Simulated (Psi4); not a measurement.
**A workflow on BH2ClO (SMILES OBCl)**

Wanted: a geometry optimisation (HF-3c/MINIX), then vibrational wavenumbers, then the energy (CCSD(T)/cc-pVDZ) of BH2ClO. 

The calculation is run with Psi4 1.11.

## (1) The structure to begin with

BH2ClO has 5 atoms, charge 0, and is taken as a singlet. SMILES: `OBCl`. Geometry: relaxed at PBE0-D4/def2-TZVP. This is one conformer, not always the lowest. The run starts from this shape.

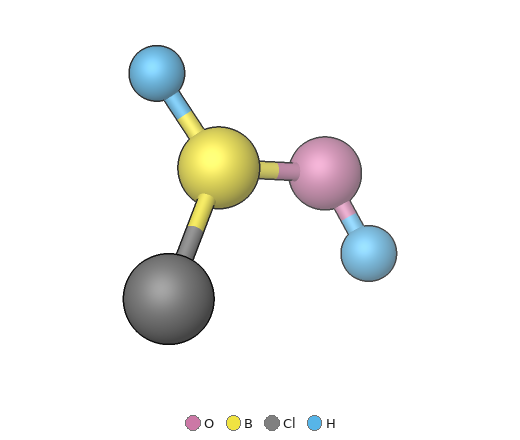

Viewed from a chosen angle; oxygen pink, boron yellow, chlorine grey, hydrogen blue.

## (2) A structure relaxation at HF-3c/MINIX (density fitting) (run 1)

The input, calc.in:

```
memory 1.6 GB

molecule m {
  0 1
  O     -0.863300    -0.618600    -0.002900
  B      0.379000    -0.137200     0.137900
  Cl     0.788600     1.496000    -0.395300
  H     -1.477700     0.001200    -0.409700
  H      1.223300    -0.815100     0.628600
  units angstrom
  symmetry c1
}

set reference rks
set geom_maxiter 60

e, wfn = optimize("hf-3c", return_wfn=True)
```

Command:

```
$ psi4 -i calc.in -o calc.out -n 1
```

calc.out:

```text
Psi4 1.11 release

gradient() will perform analytic gradient computation.

   => Loading Basis Set <=

    Name: MINIX
    Role: ORBITAL
    Keyword: BASIS

   => HF3C: Empirical Dispersion <=

        s6 =       1.000000
        s8 =       0.877700
        a1 =       0.417100
        a2 =       2.914900

         ---------------------------------------------------------
                                   SCF
                              RKS Reference
                        1 Threads,   1525 MiB Core
         ---------------------------------------------------------

  ==> Geometry <==

    Molecular point group: c1
    Full point group: C1

    Geometry (in Angstrom), charge = 0, multiplicity = 1:

       Center              X                  Y                   Z               Mass
    ------------   -----------------  -----------------  -----------------  -----------------
         O           -1.139663751671    -1.245088578482     0.186676789348    15.994914619570
         B            0.102636248329    -0.763688578482     0.327476789348    11.009305360000
         CL           0.512236248329     0.869511421518    -0.205723210652    34.968852682000
         H           -1.754063751671    -0.625288578482    -0.220123210652     1.007825032230
         H            0.946936248329    -1.441588578482     0.818176789348     1.007825032230

  Running in c1 symmetry.

  Rotational constants: A =      1.82669  B =      0.18957  C =      0.17174 [cm^-1]
  Rotational constants: A =  54762.70332  B =   5683.07069  C =   5148.75223 [MHz]
  Nuclear repulsion =   84.721670096920292

  Charge       = 0
  Multiplicity = 1
  Electrons    = 32
  Nalpha       = 16
  Nbeta        = 16

  ==> Algorithm <==

  SCF Algorithm Type is DF.
  DIIS enabled.
  MOM disabled.
  Fractional occupation disabled.
  Guess Type is SAD.
  Energy threshold   = 1.00e-08
  Density threshold  = 1.00e-08
  Integral threshold = 1.00e-12

  ==> Primary Basis <==

  Basis Set: MINIX
    Blend: MINIX
    Number of shells: 14
    Number of basis functions: 26
    Number of Cartesian functions: 27
    Spherical Harmonics?: true
    Max angular momentum: 2

   => Loading Basis Set <=

    Name: (MINIX AUX)
    Role: JKFIT
    Keyword: DF_BASIS_SCF

  ==> Integral Setup <==

  DFHelper Memory: AOs need 0.002 GiB; user supplied 1.118 GiB.
  SCF_SUBTYPE=INCORE selected. In-core MEM_DF algorithm will be used.
  Using in-core AOs.

  ==> MemDFJK: Density-Fitted J/K Matrices <==

    J tasked:                   Yes
    K tasked:                   Yes
    wK tasked:                   No
    Memory [MiB]:              1144
    Algorithm:                 Core
    Schwarz Cutoff:           1E-12
    Mask sparsity (%):       1.7751
    Fitting Condition:        1E-10

   => Auxiliary Basis Set <=

  Basis Set: (MINIX AUX)
    Blend: DEF2-UNIVERSAL-JKFIT
    Number of shells: 100
    Number of basis functions: 316
    Number of Cartesian functions: 377
    Spherical Harmonics?: true
    Max angular momentum: 4

  Minimum eigenvalue in the overlap matrix is 2.4080238863E-01.
  Reciprocal condition number of the overlap matrix is 1.1224657377E-01.
    Using symmetric orthogonalization.

  ==> Pre-Iterations <==

  SCF Guess: Superposition of Atomic Densities via on-the-fly atomic UHF (no occupation information).

   -------------------------
    Irrep   Nso     Nmo
   -------------------------
     A         26      26
   -------------------------
    Total      26      26
   -------------------------

  ==> Iterations <==

                           Total Energy        Delta E     RMS |[F,P]|

   @DF-RKS iter SAD:  -556.31117954876663   -5.56311e+02   0.00000e+00
   @DF-RKS iter   1:  -557.39648348688092   -1.08530e+00   1.04437e-02 DIIS/ADIIS
   @DF-RKS iter   2:  -557.44276594574387   -4.62825e-02   3.80669e-03 DIIS/ADIIS
   @DF-RKS iter   3:  -557.44836237699371   -5.59643e-03   6.63262e-04 DIIS/ADIIS
   @DF-RKS iter   4:  -557.44868171735709   -3.19340e-04   1.47429e-04 DIIS/ADIIS
   @DF-RKS iter   5:  -557.44870165532564   -1.99380e-05   4.27598e-05 DIIS
   @DF-RKS iter   6:  -557.44870376997017   -2.11464e-06   1.05521e-05 DIIS
   @DF-RKS iter   7:  -557.44870391655911   -1.46589e-07   1.40571e-06 DIIS
   @DF-RKS iter   8:  -557.44870391878067   -2.22155e-09   2.64810e-07 DIIS
   @DF-RKS iter   9:  -557.44870391884024   -5.95719e-11   6.50664e-08 DIIS
   @DF-RKS iter  10:  -557.44870391884456   -4.32010e-12   1.53637e-08 DIIS
   @DF-RKS iter  11:  -557.44870391884479   -2.27374e-13   3.63622e-09 DIIS
  Energy and wave function converged.

  ==> Post-Iterations <==

    Orbital Energies [Eh]
    ---------------------

    Doubly Occupied:

       1A   -104.066410     2A    -20.402616     3A    -10.497030
       4A     -7.930751     5A     -7.927281     6A     -7.926899
       7A     -7.685412     8A     -1.401861     9A     -1.106810
      10A     -0.777830    11A     -0.648844    12A     -0.615900
      13A     -0.569986    14A     -0.493627    15A     -0.466331
      16A     -0.454711

    Virtual:

      17A      0.167598    18A      0.365263    19A      0.507366
      20A      0.663844    21A      0.736523    22A      1.033381
      23A      1.034350    24A      1.042240    25A      1.119342
      26A      1.133433

    Final Occupation by Irrep:
              A
    DOCC [    16 ]
    NA   [    16 ]
    NB   [    16 ]

  @DF-RKS Final Energy:  -557.44870391884479

   => Energetics <=

    Nuclear Repulsion Energy =             84.7216700969202918
    One-Electron Energy =                -938.3418148016244231
    Two-Electron Energy =                 296.1986065985933578
    Total Energy =                       -557.4487039188447852

[... 13 lines left out ...]
 Dipole X            :          0.8562166           -1.3289311           -0.4727145
[... 106 lines left out ...]
	                                 ==> Convergence Check <==
[... 8 lines left out ...]
	  Convergence Criteria     1.00e-06 *    3.00e-04 *             o    1.20e-03 *             o~
[... 104 lines left out ...]
   @DF-RKS iter   1:  -557.45177024143459   -5.30358e-03   4.96270e-04 DIIS/ADIIS
[... 2 lines left out ...]
   @DF-RKS iter   4:  -557.45199355745194   -7.59626e-07   7.88409e-06 DIIS
[... 2 lines left out ...]
   @DF-RKS iter   7:  -557.45199359735852   -1.00272e-10   7.13233e-08 DIIS
[... 2 lines left out ...]
  Energy and wave function converged.
[... 13 lines left out ...]
    Nuclear Repulsion Energy =             82.8605296529239723
[... 2 lines left out ...]
    Total Energy =                       -557.4519935973647762
[... 16 lines left out ...]
 Dipole Z            :         -0.5559498            0.4409701           -0.1149797
[... 90 lines left out ...]
	   Step    Total Energy     Delta E     Max Force     RMS Force      Max Disp      RMS Disp
[... 74 lines left out ...]
   @DF-RKS iter   0:  -557.45416428557724   -5.57454e+02   1.26834e-03
[... 2 lines left out ...]
   @DF-RKS iter   3:  -557.45225606345377   -1.16659e-06   1.58015e-05 DIIS
[... 2 lines left out ...]
   @DF-RKS iter   6:  -557.45225631487119   -1.02546e-09   2.34855e-07 DIIS
[... 2 lines left out ...]
  Energy and wave function converged.
[... 13 lines left out ...]
    Nuclear Repulsion Energy =             82.8969076639010893
[... 2 lines left out ...]
    Total Energy =                       -557.4522563149316738
[... 16 lines left out ...]
 Dipole Z            :         -0.5513783            0.4439742           -0.1074042
[... 90 lines left out ...]
	   Step    Total Energy     Delta E     Max Force     RMS Force      Max Disp      RMS Disp
[... 74 lines left out ...]
   @DF-RKS iter   0:  -557.45281224940413   -5.57453e+02   4.90060e-04
[... 2 lines left out ...]
   @DF-RKS iter   3:  -557.45227538866845   -2.28062e-07   7.37033e-06 DIIS
[... 2 lines left out ...]
   @DF-RKS iter   6:  -557.45227544023805   -2.67733e-10   1.12264e-07 DIIS
[... 2 lines left out ...]
  Energy and wave function converged.
[... 13 lines left out ...]
    Nuclear Repulsion Energy =             82.9440047311971540
[... 2 lines left out ...]
    Total Energy =                       -557.4522754402555620
[... 16 lines left out ...]
 Dipole Z            :         -0.5553325            0.4465788           -0.1087537
[... 90 lines left out ...]
	   Step    Total Energy     Delta E     Max Force     RMS Force      Max Disp      RMS Disp
[... 74 lines left out ...]
   @DF-RKS iter   0:  -557.45223273228942   -5.57452e+02   7.27791e-04
[... 2 lines left out ...]
   @DF-RKS iter   3:  -557.45223408274967   -1.44978e-06   5.15820e-06 DIIS
[... 2 lines left out ...]
   @DF-RKS iter   6:  -557.45223412332155   -2.32717e-10   1.24085e-07 DIIS
[... 2 lines left out ...]
  Energy and wave function converged.
[... 13 lines left out ...]
    Nuclear Repulsion Energy =             82.9652938144201642
[... 2 lines left out ...]
    Total Energy =                       -557.4522341233410998
[... 16 lines left out ...]
 Dipole Z            :         -0.5189263            0.4271198           -0.0918065
[... 90 lines left out ...]
	   Step    Total Energy     Delta E     Max Force     RMS Force      Max Disp      RMS Disp
[... 74 lines left out ...]
   @DF-RKS iter   0:  -557.45207015452036   -5.57452e+02   5.66342e-04
[... 2 lines left out ...]
   @DF-RKS iter   3:  -557.45227879999504   -8.66000e-07   4.13039e-06 DIIS
[... 2 lines left out ...]
   @DF-RKS iter   6:  -557.45227882526171   -1.37220e-10   9.43488e-08 DIIS
[... 2 lines left out ...]
  Energy and wave function converged.
[... 1 line left out ...]
  ==> Post-Iterations <==

    Orbital Energies [Eh]
    ---------------------

    Doubly Occupied:

       1A   -104.044861     2A    -20.403215     3A    -10.477416
       4A     -7.910702     5A     -7.907485     6A     -7.907139
       7A     -7.688950     8A     -1.395952     9A     -1.083849
      10A     -0.788228    11A     -0.635693    12A     -0.617453
      13A     -0.568077    14A     -0.479552    15A     -0.454002
      16A     -0.445323

    Virtual:

      17A      0.165651    18A      0.333951    19A      0.482455
      20A      0.678386    21A      0.737262    22A      1.048998
      23A      1.049593    24A      1.053412    25A      1.118201
      26A      1.131347

    Final Occupation by Irrep:
              A
    DOCC [    16 ]
    NA   [    16 ]
    NB   [    16 ]

  @DF-RKS Final Energy:  -557.45227882527229

   => Energetics <=

    Nuclear Repulsion Energy =             82.9290979093048577
    One-Electron Energy =                -935.0939068473732050
    Two-Electron Energy =                 294.7390554318695877
    Total Energy =                       -557.4522788252722876

Computation Completed

Properties will be evaluated at   0.000000,   0.000000,   0.000000 [a0]

Properties computed using the SCF density matrix

 Multipole Moments:

 ------------------------------------------------------------------------------------
     Multipole            Electronic (a.u.)      Nuclear  (a.u.)        Total (a.u.)
 ------------------------------------------------------------------------------------

 L = 1.  Multiply by 2.5417464519 to convert [e a0] to [Debye]
 Dipole X            :          0.8545573           -1.4534164           -0.5988592
 Dipole Y            :          1.9712027           -2.1080723           -0.1368696
 Dipole Z            :         -0.5470724            0.4421614           -0.1049110
 Magnitude           :                                                    0.6231949

 ------------------------------------------------------------------------------------

	total time  =          0 seconds =       0.00 minutes

         ------------------------------------------------------------
                                   SCF GRAD
         ------------------------------------------------------------

  ==> Geometry <==

    Molecular point group: c1
    Full point group: C1

    Geometry (in Angstrom), charge = 0, multiplicity = 1:

       Center              X                  Y                   Z               Mass
    ------------   -----------------  -----------------  -----------------  -----------------
         O           -1.167138538956    -1.251043017041     0.181702078753    15.994914619570
         B            0.083445183577    -0.804352907642     0.338597102671    11.009305360000
         CL           0.534601515503     0.888664774816    -0.207370050931    34.968852682000
         H           -1.863807884703    -0.704622554956    -0.218175163055     1.007825032230
         H            0.926349659341    -1.488113786302     0.830845625423     1.007825032230

  Nuclear repulsion =   82.929097909304858

   => Auxiliary Basis Set <=

  Basis Set: (MINIX AUX)
    Blend: DEF2-UNIVERSAL-JKFIT
    Number of shells: 100
    Number of basis functions: 316
    Number of Cartesian functions: 377
    Spherical Harmonics?: true
    Max angular momentum: 4

  -Total Gradient:
     Atom            X                  Y                   Z
    ------   -----------------  -----------------  -----------------
       1        0.000035090091     0.000026171640    -0.000026845539
       2        0.000003293705    -0.000021258266     0.000090044077
       3       -0.000022574146     0.000016438107    -0.000032403985
       4       -0.000009426892     0.000002569526    -0.000005703504
       5       -0.000006382768    -0.000023921003    -0.000025091049

	total time  =          0 seconds =       0.00 minutes

    			-----------------------------------------

    			 OPTKING 3.0: for geometry optimizations

    			        with contributions from

    			-----------------------------------------

	                            ===> Fragment 1 <==

	 Z (Atomic Numbers)          Masses                          Geom
	       8.000000            15.994915         -2.20557219 -2.36412867  0.34336717
	       5.000000            11.009305          0.15768854 -1.52000670  0.63985579
	      17.000000            34.968853          1.01025045  1.67933304 -0.39187260
	       1.000000             1.007825         -3.52208645 -1.33154365 -0.41229131
	       1.000000             1.007825          1.75054715 -2.81212750  1.57007068

	 - Coordinate -           - BOHR/RAD -       - ANG/DEG -
	 R(1,2)           =         2.526945           1.337201
	 R(1,4)           =         1.835882           0.971507
	 R(2,3)           =         3.468011           1.835192
[... 6 lines of this table left out ...]
	 D(4,1,2,5)       =         3.142003         180.023489

	        --- Internal Coordinate Step in ANG or DEG, aJ/ANG or AJ/DEG ---
	-------------------------------------------------------------------------------
	           Coordinate      Previous         Force          Change          New
	           ----------      --------        ------          ------        ------
	               R(1,2)       1.33720        0.00025        0.00004       1.33724
	               R(1,4)       0.97151       -0.00009       -0.00001       0.97150
	               R(2,3)       1.83519       -0.00016       -0.00006       1.83514
[... 6 lines of this table left out ...]
	           D(4,1,2,5)     180.02349       -0.00000       -0.02263     180.00086
	-------------------------------------------------------------------------------

	                                 ==> Convergence Check <==

	Measures of convergence in internal coordinates in au.

	Criteria marked as inactive (o), active & met (*), and active & unmet ( ).

	----------------------------------------------------------------------------------------------
	   Step    Total Energy     Delta E     Max Force     RMS Force      Max Disp      RMS Disp
	----------------------------------------------------------------------------------------------
	  Convergence Criteria     1.00e-06 *    3.00e-04 *             o    1.20e-03 *             o
	----------------------------------------------------------------------------------------------
	     6    -557.45227883   -4.47e-05      6.36e-05 *    3.82e-05 o    3.95e-04 *    2.14e-04 o  ~
	----------------------------------------------------------------------------------------------

Next Geometry in Ang
	Fragment 1 (Ang)

	    O  -1.1672102042  -1.2511091265   0.1817226453
	    B   0.0834289055  -0.8043715106   0.3383404874
	   Cl   0.5348151167   0.8886436719  -0.2072517218
	    H  -1.8639094951  -0.7047077132  -0.2181079519
	    H   0.9263256118  -1.4879228127   0.8308961339

    Final optimized geometry and variables:
    Molecular point group: c1
    Full point group: C1

    Geometry (in Angstrom), charge = 0, multiplicity = 1:

    O           -1.167138538956    -1.251043017041     0.181702078753
    B            0.083445183577    -0.804352907642     0.338597102671
    CL           0.534601515503     0.888664774816    -0.207370050931
    H           -1.863807884703    -0.704622554956    -0.218175163055
    H            0.926349659341    -1.488113786302     0.830845625423

    Psi4 run time: 0:00:05.96

[set-up sections that repeat, and orbital energies of the middle runs, are left out above]
```

On the terminal:

```text
Optimizer: Optimization complete!
```

Run time: 7.8 s. Hardware: 1 thread of Intel Xeon Platinum 8375C at 2.90GHz (Ice Lake), shared host; peak memory 0.22 GiB.

Step by step:

```csv
step,energy from the first frame kept (eV),largest force (eV/Å)
0,0.0000,1.8213
1,-0.0895,0.8228
2,-0.0967,0.2122
3,-0.0972,0.0441
4,-0.0961,0.1690
5,-0.0973,0.0048
```

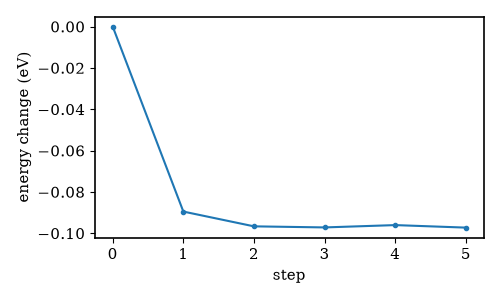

Energy along the run.

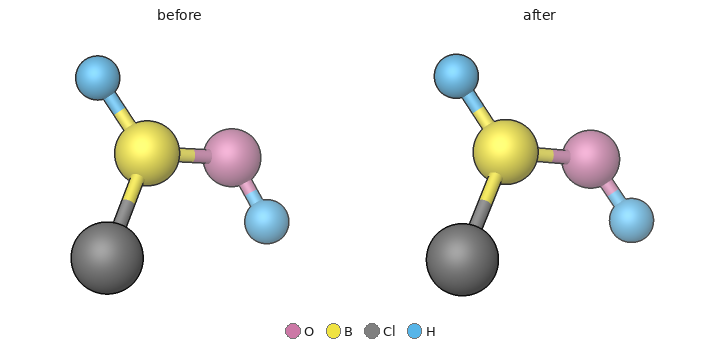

Before and after, at one scale.

After the run. Bond lengths: O1–B2 1.337 Å, B2–Cl3 1.835 Å, O1–H4 0.972 Å, B2–H5 1.192 Å. Angles: O1–B2–Cl3 120.2°, O1–B2–H5 121.2°, Cl3–B2–H5 118.6°, B2–O1–H4 122.1°.

(Part 1 of 2 ends here.)
